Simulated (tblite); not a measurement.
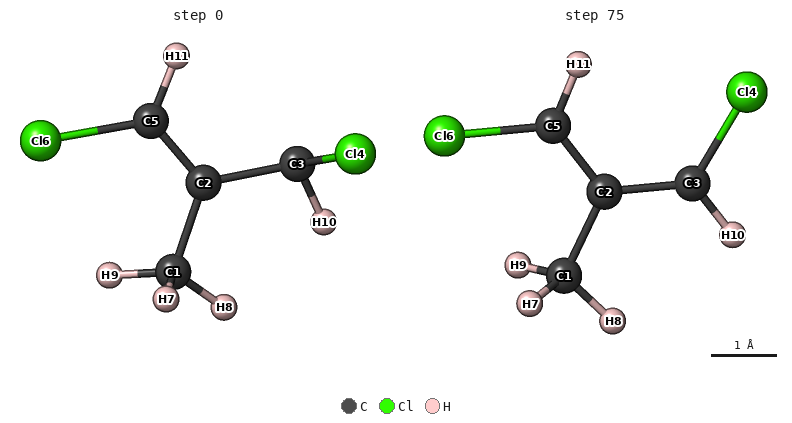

The structure of C4H5Cl2 (multiplicity 2) before (left) and after (right) a relaxation, at one scale.

A ball-and-stick model, seen at a tilt.

Theory: GFN2-xTB geometry optimisation, gas phase in tblite 0.8.0. 

### Summarise the run.

The energy falls by 109.6 kJ/mol in 75 geometry steps. Cl4 moves most after the best rigid fit: 1.28 Å. Largest moves by element: Cl 1.28 Å, H 0.58 Å, C 0.39 Å. Some distances before and after: C2–C3 1.503 → 1.378 Å, C5–Cl6 1.763 → 1.700 Å, C3–Cl4 1.765 → 1.704 Å, C2–C5 1.319 → 1.379 Å. Among the angles between lasting bonds that change: C2–C3–H10 105.7° → 122.3°, C2–C3–Cl4 112.5° → 123.3°, Cl4–C3–H10 106.9° → 114.3°. Cost: 0.36 s on 1 thread of Arm Neoverse V2 (shared host).
